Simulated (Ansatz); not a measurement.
# Cl2GeH2S: the cost of one run

Method: unrestricted cation, the program's frozen cores in correlated methods; program: Ansatz 0.2.0, Gaussian basis.

Levels to be run: UKS PBE-D4/def2-TZVPP; UKS r2SCAN-D4/def2-TZVPP; UKS PBE0-D4/def2-TZVPP; UKS B3LYP-D4/def2-TZVPP; UKS wB97X-V/def2-TZVPP; UKS wB97M-V/def2-TZVPP; UKS B2PLYP/def2-TZVPP; UHF-CCSD(T)/def2-TZVPP; UHF-MP2/def2-QZVPP; extrapolation to the limit; then −ε(HOMO) from the neutral's earlier runs with LDA (SPW92), PBE-D4, revPBE-D4, BLYP-D4, r2SCAN-D4, B97M-V, PBE0-D4, B3LYP-D4, r2SCANh-D4, r2SCAN0-D4, HSE06-D4, BHLYP-D4, CAM-B3LYP-D4, LC-ωPBE, ωB97X-V, ωB97M-V.

## (1) The geometry

The geometry comes from an earlier relaxation with PBE0-D4 in a triple-zeta def2 set; it is a stationary point.

SMILES `[SH][GeH]([Cl])[Cl]`, 6 atoms, charge 0, spin multiplicity 1.

Atoms are counted from 1 here; the program's logs count them from 0.

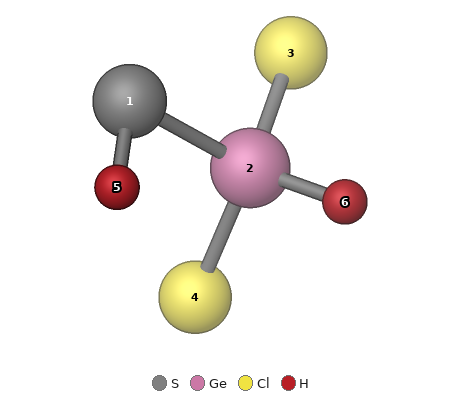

The structure; sulfur grey, germanium pink, chlorine yellow, hydrogen red; atoms are numbered from 1 in the order of the file.

As a file:

```
S     0.09080    1.32122   -1.20730
Ge    0.21119   -0.27536    0.29810
Cl    2.14089   -1.14969    0.04735
Cl   -1.27401   -1.77633   -0.06101
H    -1.17431    1.63041   -0.87088
H     0.04745    0.18586    1.74744
```

## (2) Cation, UKS PBE-D4/def2-TZVPP

Contents of in.yaml:

```yaml
crystal:
  periodic: [false, false, false]
  atoms:
    - {symbol: S, position_ang: [0.090795, 1.321215, -1.207299]}
    - {symbol: Ge, position_ang: [0.211185, -0.275355, 0.298102]}
    - {symbol: Cl, position_ang: [2.140892, -1.149695, 0.047351]}
    - {symbol: Cl, position_ang: [-1.274012, -1.776332, -0.061014]}
    - {symbol: H, position_ang: [-1.174308, 1.630405, -0.870881]}
    - {symbol: H, position_ang: [0.047446, 0.185862, 1.747441]}
basis:
  gaussian: {orbitals: def2-TZVPP}
total_charge: 1
magnetization: {spin_polarized: true, initial_magnetization: 1}
hamiltonian: {xc: pbe, dispersion: d4}
```

The run is started by

```console
ansatz run in.yaml --threads 2 --pin off --events-out ev --progress --plain --max-ram 32768MiB --backend cpu
```

What time and memory should one allow on 2 threads of AMD EPYC 7R13, shared host?

About 24 s, with a peak of 0.6 GiB.
